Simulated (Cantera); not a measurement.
Feed: 1 mol SO₂, 3.3 mol O₂, equilibrated at 55.0 Pa.

These are equilibrium values from Cantera (NASA tables, ideal gas, pure condensed phases), not measurements of a reactor. Candidate condensed phases: S; 10 gas species. Rates play no part.

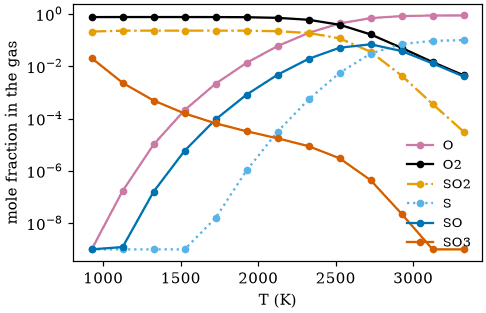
Fig. 1. Equilibrium gas composition (values under 1e-9 drawn at 1e-9)

From 925 K to 3325 K nothing is condensed.
